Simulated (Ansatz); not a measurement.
**U-r2SCAN0/6-31G(d) (spherical functions) run of SiNHF3 (SMILES [NH][Si](F)(F)F)**

Aim: the vertical ionisation energy of SiNHF3 at U-r2SCAN0/6-31G* (spherical functions), from 2 runs. 

The calculation is run with Ansatz 0.2.0.

86 further runs of the same task are left out: 2 that didn't finish, 84 set aside as unsound or not needed. Runs told in other sessions of the task aren't counted.

### 1 The structure to begin with

SiNHF3: 6 atoms, total charge 0, spin state doublet. SMILES: `[NH][Si](F)(F)F`. Geometry: relaxed at PBE0-D4/def2-TZVP.

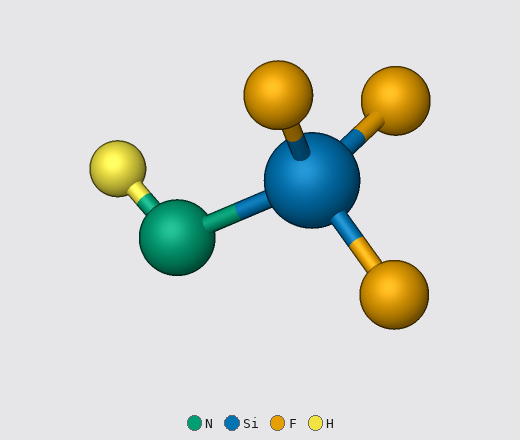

The structure, seen from a chosen angle (nitrogen teal, silicon blue, fluorine amber, hydrogen yellow).

### 2 The energy at U-r2SCAN0/6-31G(d) (spherical functions)

File run.yaml:

```yaml
crystal:
  periodic: [false, false, false]
  atoms:
    - symbol: N
      position_ang: [-0.974500, 0.604600, 0.713900]
    - symbol: Si
      position_ang: [0.193600, -0.089600, -0.346100]
    - symbol: F
      position_ang: [-0.087100, 0.387600, -1.812600]
    - symbol: F
      position_ang: [0.123100, -1.661400, -0.330200]
    - symbol: F
      position_ang: [1.652300, 0.359600, 0.035600]
    - symbol: H
      position_ang: [-0.865300, 0.335400, 1.693200]
basis:
  gaussian: {orbitals: 6-31G_st_-spherical.json}
magnetization: {spin_polarized: true, initial_magnetization: 1}
hamiltonian: {xc: {name: r2SCAN0}}
accuracy: high
output: {orbitals: {seedname: orbitals}}
```

The basis set 6-31G* is read from a file made from the Basis Set Exchange's data (not shown).

Started as:

```
$ ansatz run run.yaml --threads 1 --pin off --max-ram 3480MiB --events-out events.jsonl --progress --plain --runs-dir runs
```

The log of the run:

```text
Warning: RAYON_NUM_THREADS=1 ignored (pool sized by the plan → 1); use --threads N
Functional definition: r2SCAN0
  name "r2SCAN0"
  parameter a = 0.25
  parameter k0 = 0.174
  parameter k1 = 0.065
  parameter a1 = 4.9479
  exchange = (1 - a)*r2scan_x(k0 = k0, k1 = k1, a1 = a1) + a*exact_x
  correlation = r2scan_c
1642 factors; integrals over basis functions are off by at most 3.9e-9 eV
mean field evaluation 1: about -17527.7093 eV, gradient 3.4e1 eV
mean field evaluation 2: about -17526.8601 eV, gradient 3.8e1 eV
mean field evaluation 4: about -17531.4431 eV, gradient 1.1e0 eV
mean field evaluation 8: about -17531.4808 eV, gradient 1.8e-2 eV
mean field evaluation 16: about -17531.4808 eV, gradient 1.8e-4 eV
mean field evaluation 32: about -17531.3194 eV, gradient 2.1e0 eV
mean field -17531.48077402 eV, -644.2700351808 hartree, gradient 3.1e-8 eV, S^2 0.754188; 2 other end points of the search recorded, 0 dependent functions left out
reference -17531.48077597 eV, -644.2700352523 hartree; 25, 24 occupied and 51, 52 virtual orbitals, 1642 factors
Total energy: -17531.48077597 eV, -644.2700352523 hartree
```

Run time: 27 s. Hardware: 1 thread of Arm Neoverse V1, shared host; peak memory 0.48 GiB.

### 3 The singlet cation, same level

File in.yaml:

```yaml
crystal:
  periodic: [false, false, false]
  atoms:
    - symbol: "N"
      position_ang: [-0.974500, 0.604600, 0.713900]
    - symbol: Si
      position_ang: [0.193600, -0.089600, -0.346100]
    - symbol: F
      position_ang: [-0.087100, 0.387600, -1.812600]
    - symbol: F
      position_ang: [0.123100, -1.661400, -0.330200]
    - symbol: F
      position_ang: [1.652300, 0.359600, 0.035600]
    - symbol: H
      position_ang: [-0.865300, 0.335400, 1.693200]
basis:
  gaussian:
    orbitals: 6-31G_st_-spherical.json
total_charge: 1
hamiltonian:
  xc: {name: r2SCAN0}
accuracy: high
output: {orbitals: {seedname: orbitals}}
```

The basis set 6-31G* is read from a file made from the Basis Set Exchange's data (not shown).

Started as:

```
$ ansatz run in.yaml --threads 1 --pin off --max-ram 3480MiB --events-out events.jsonl --progress --plain --runs-dir runs
```

The log of the run:

```text
Warning: RAYON_NUM_THREADS=1 ignored (pool sized by the plan → 1); use --threads N
Functional definition: r2SCAN0
  name "r2SCAN0"
  parameter a = 0.25
  parameter k0 = 0.174
  parameter k1 = 0.065
  parameter a1 = 4.9479
  exchange = (1 - a)*r2scan_x(k0 = k0, k1 = k1, a1 = a1) + a*exact_x
  correlation = r2scan_c
1641 factors; integrals over basis functions are off by at most 3.9e-9 eV
mean field evaluation 1: about -17508.7871 eV, gradient 7.7e1 eV
mean field evaluation 2: about -17453.7640 eV, gradient 1.7e2 eV
mean field evaluation 4: about -17517.4598 eV, gradient 1.0e1 eV
mean field evaluation 8: about -17517.7731 eV, gradient 5.8e-1 eV
mean field evaluation 16: about -17517.9732 eV, gradient 8.1e-4 eV
mean field -17517.97318439 eV, -643.7736404176 hartree, gradient 4.3e-8 eV, S^2 0.000000; 0 other end points of the search recorded, 0 dependent functions left out
reference -17517.97318504 eV, -643.7736404416 hartree; 24, 24 occupied and 52, 52 virtual orbitals, 1641 factors
Total energy: -17517.97318504 eV, -643.7736404416 hartree
```

Run time: 16 s. Hardware: 1 thread of Arm Neoverse V1, shared host; peak memory 0.28 GiB.

### 4 What came out

Level: U-r2SCAN0/6-31G* (spherical functions).

```
                                          quantity          value
                      doublet SiNHF3: total energy  -644.27004 Eh
doublet SiNHF3: HOMO energy (highest over α and β)       -9.20 eV
 doublet SiNHF3: LUMO energy (lowest over α and β)       -3.72 eV
                              doublet SiNHF3: ⟨S²⟩          0.754
                      singlet cation: total energy  -643.77364 Eh
                       singlet cation: HOMO energy      -18.59 eV
                       singlet cation: LUMO energy      -15.76 eV
                     singlet cation: HOMO–LUMO gap        2.83 eV
vertical ionisation energy (to the singlet cation)      13.508 eV
```

The vertical ionisation energy comes to 13.51 eV (1303 kJ/mol). Only the singlet of the ionised species was computed; a triplet could lie lower.
